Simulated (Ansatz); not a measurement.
# doublet GaSiH4OF+ at 5 levels

Aim: a comparison of 5 runs (UB3LYP/6-31G*, U-r2SCAN/cc-pVDZ, UB3LYP/cc-pVDZ, UCAM-B3LYP/cc-pVDZ, UPBE0/cc-pVDZ) of doublet GaSiH4OF+. 

The calculation is run with Ansatz 0.2.0.

101 further runs of the same task are left out: 101 set aside as unsound or not needed. Runs told in other sessions of the task aren't counted.

### 1 The structure to begin with

GaSiH4OF+: 8 atoms, total charge +1, spin state doublet. As SMILES of the parent species, `[OH][GaH][SiH2]F`. Geometry: relaxed at PBE0-D4/def2-TZVP. This is one conformer, not always the lowest. That shape belongs to the parent species and isn't relaxed for this state.

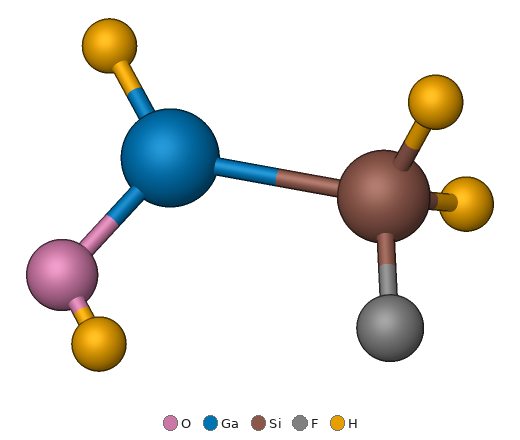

Viewed from a chosen angle; oxygen pink, gallium blue, silicon brown, fluorine grey, hydrogen amber.

### 2 The energy at UB3LYP/6-31G(d) (Cartesian functions) (run 1)

The input, molecule.yaml:

```yaml
crystal:
  periodic: [false, false, false]
  atoms:
    - {symbol: O, position_ang: [-2.152600, 0.668300, 0.454500]}
    - {symbol: Ga, position_ang: [-0.411400, 1.077100, 0.391700]}
    - {symbol: Si, position_ang: [1.066700, -0.691400, -0.347100]}
    - {symbol: F, position_ang: [0.165400, -1.990600, -0.663200]}
    - {symbol: H, position_ang: [-2.350300, -0.231700, 0.185400]}
    - {symbol: H, position_ang: [-0.099500, 2.542900, 0.831400]}
    - {symbol: H, position_ang: [2.066800, -1.082700, 0.683500]}
    - {symbol: H, position_ang: [1.806900, -0.348800, -1.592100]}
basis:
  gaussian:
    orbitals: "6-31G*"
hamiltonian:
  xc: {name: B3LYP}
accuracy: high
total_charge: 1
output: {orbitals: {seedname: orbitals}}
magnetization:
  spin_polarized: true
  initial_magnetization: 1
```

Run with:

```bash
$ ansatz run molecule.yaml --threads 1 --pin off --max-ram 2610MiB --events-out events.jsonl --progress --plain --runs-dir runs
```

What it wrote:

```text
Warning: RAYON_NUM_THREADS=1 ignored (pool sized by the plan → 1); use --threads N
Functional definition: B3LYP
  name "B3LYP"
  parameter a0 = 0.2
  parameter ax = 0.72
  parameter ac = 0.81
  exchange = (1 - a0 - ax)*slater_x + ax*b88_x + a0*exact_x
  correlation = (1 - ac)*vwn_rpa_c + ac*lyp_c
1871 factors; integrals over basis functions are off by at most 8.4e-9 eV
mean field evaluation 1: about -65052.8377 eV, gradient 7.1e1 eV
mean field evaluation 2: about -64887.5570 eV, gradient 1.7e2 eV
mean field evaluation 4: about -65058.9825 eV, gradient 4.7e1 eV
mean field evaluation 8: about -65070.5449 eV, gradient 7.5e-1 eV
mean field evaluation 16: about -65070.6609 eV, gradient 6.1e-3 eV
mean field evaluation 32: about -65070.6609 eV, gradient 8.3e-7 eV
mean field -65070.66094559 eV, -2391.3026832722 hartree, gradient 1.5e-8 eV, S^2 0.756364; 2 other end points of the search recorded, 0 dependent functions left out
reference -65070.66098994 eV, -2391.3026849020 hartree; 33, 32 occupied and 59, 60 virtual orbitals, 1871 factors
Total energy: -65070.66098994 eV, -2391.3026849020 hartree
```

It took 26 s on 1 thread of Arm Neoverse V1, shared host; peak memory 0.48 GiB.

### 3 The energy at U-r2SCAN/cc-pVDZ (run 2)

The input, job.yaml:

```yaml
crystal:
  periodic: [false, false, false]
  atoms:
    - symbol: O
      position_ang: [-2.152600, 0.668300, 0.454500]
    - symbol: Ga
      position_ang: [-0.411400, 1.077100, 0.391700]
    - symbol: Si
      position_ang: [1.066700, -0.691400, -0.347100]
    - symbol: F
      position_ang: [0.165400, -1.990600, -0.663200]
    - symbol: H
      position_ang: [-2.350300, -0.231700, 0.185400]
    - symbol: H
      position_ang: [-0.099500, 2.542900, 0.831400]
    - symbol: H
      position_ang: [2.066800, -1.082700, 0.683500]
    - symbol: H
      position_ang: [1.806900, -0.348800, -1.592100]
basis:
  gaussian:
    orbitals: cc-pVDZ
total_charge: 1
magnetization:
  spin_polarized: true
  initial_magnetization: 1
hamiltonian:
  xc: {name: r2SCAN}
accuracy: high
output: {orbitals: {seedname: orbitals}}
```

Run with:

```bash
$ ansatz run job.yaml --threads 1 --pin off --max-ram 2610MiB --events-out events.jsonl --progress --plain --runs-dir runs
```

What it wrote:

```text
Warning: RAYON_NUM_THREADS=1 ignored (pool sized by the plan → 1); use --threads N
Functional definition: r2SCAN
  name "r2SCAN"
  parameter k0 = 0.174
  parameter k1 = 0.065
  parameter a1 = 4.9479
  exchange = r2scan_x(k0 = k0, k1 = k1, a1 = a1)
  correlation = r2scan_c
2086 factors; integrals over basis functions are off by at most 4.4e-9 eV
mean field evaluation 1: about -65055.1913 eV, gradient 6.9e1 eV
mean field evaluation 2: about -64848.5689 eV, gradient 1.9e2 eV
mean field evaluation 4: about -65061.0221 eV, gradient 4.4e1 eV
mean field evaluation 8: about -65072.8960 eV, gradient 6.8e-1 eV
mean field evaluation 16: about -65072.8943 eV, gradient 1.5e-3 eV
mean field evaluation 32: about -65071.3504 eV, gradient 5.3e0 eV
mean field -65072.89431015 eV, -2391.3847579060 hartree, gradient 8.4e-8 eV, S^2 0.756406; 3 other end points of the search recorded, 0 dependent functions left out
reference -65072.89431394 eV, -2391.3847580454 hartree; 33, 32 occupied and 60, 61 virtual orbitals, 2086 factors
Total energy: -65072.89431394 eV, -2391.3847580454 hartree
```

Wall time 50 s (1 thread of Arm Neoverse V1, shared host); peak memory 0.48 GiB.

Runs 3 to 4 aren't shown in full; the table further down has their settings and results.

### 4 A single-point energy at UPBE0/cc-pVDZ (run 5)

The input, run.yaml:

```yaml
crystal:
  periodic: [false, false, false]
  atoms:
    - {symbol: O, position_ang: [-2.152600, 0.668300, 0.454500]}
    - {symbol: Ga, position_ang: [-0.411400, 1.077100, 0.391700]}
    - {symbol: Si, position_ang: [1.066700, -0.691400, -0.347100]}
    - {symbol: F, position_ang: [0.165400, -1.990600, -0.663200]}
    - {symbol: H, position_ang: [-2.350300, -0.231700, 0.185400]}
    - {symbol: H, position_ang: [-0.099500, 2.542900, 0.831400]}
    - {symbol: H, position_ang: [2.066800, -1.082700, 0.683500]}
    - {symbol: H, position_ang: [1.806900, -0.348800, -1.592100]}
basis:
  gaussian: {orbitals: cc-pVDZ}
total_charge: 1
magnetization: {spin_polarized: true, initial_magnetization: 1}
hamiltonian: {xc: pbe0}
accuracy: high
output: {orbitals: {seedname: orbitals}}
```

Run with:

```bash
$ ansatz run run.yaml --threads 1 --pin off --max-ram 2610MiB --events-out events.jsonl --progress --plain --runs-dir runs
```

What it wrote:

```text
Warning: RAYON_NUM_THREADS=1 ignored (pool sized by the plan → 1); use --threads N
Functional definition: PBE0
  name "PBE0"
  parameter a = 0.25
  parameter kappa = 0.804
  parameter beta = 0.06672455060314922
  exchange = (1 - a)*pbe_x(kappa = kappa, mu = beta*pi^2/3) + a*exact_x
  correlation = pbe_c(beta = beta)
2086 factors; integrals over basis functions are off by at most 4.4e-9 eV
mean field evaluation 1: about -65044.9952 eV, gradient 6.5e1 eV
mean field evaluation 2: about -64904.2048 eV, gradient 1.6e2 eV
mean field evaluation 4: about -65057.7860 eV, gradient 2.8e1 eV
mean field evaluation 8: about -65060.7854 eV, gradient 3.1e-1 eV
mean field evaluation 16: about -65060.9091 eV, gradient 1.4e-2 eV
mean field evaluation 32: about -65060.9091 eV, gradient 7.9e-8 eV
mean field -65060.90912759 eV, -2390.9443105709 hartree, gradient 7.9e-8 eV, S^2 0.757450; 2 other end points of the search recorded, 0 dependent functions left out
reference -65060.90913074 eV, -2390.9443106864 hartree; 33, 32 occupied and 60, 61 virtual orbitals, 2086 factors
Total energy: -65060.90913074 eV, -2390.9443106864 hartree
```

Run time: 26 s. Hardware: 1 thread of Arm Neoverse V1, shared host; peak memory 0.54 GiB.

### 5 All runs side by side

```csv
run,level,Cartesian functions,energy (Eh),HOMO energy (eV),LUMO energy (eV),⟨S²⟩,wall time
1,UB3LYP/6-31G* (Cartesian functions),yes,-2391.302685,-14.35,-12.04,0.756,26 s
2,U-r2SCAN/cc-pVDZ,no,-2391.384758,-13.53,-12.40,0.756,50 s
3,UB3LYP/cc-pVDZ,no,-2391.568454,-14.31,-12.01,0.756,27 s
4,UCAM-B3LYP/cc-pVDZ,no,-2391.563792,-15.90,-10.88,0.761,32 s
5,UPBE0/cc-pVDZ,no,-2390.944311,-14.60,-11.84,0.757,26 s
```

### 6 Outcome

| quantity | value |
| --- | --- |
| run 5: total energy | -2390.94431 Eh |
| run 5: HOMO energy (highest over α and β) | -14.60 eV |
| run 5: LUMO energy (lowest over α and β) | -11.84 eV |
| run 5: ⟨S²⟩ | 0.757 |

What this shows: Totals of different functionals can't be ranked against each other. All runs together took 2.7 min, the longest 50 s.
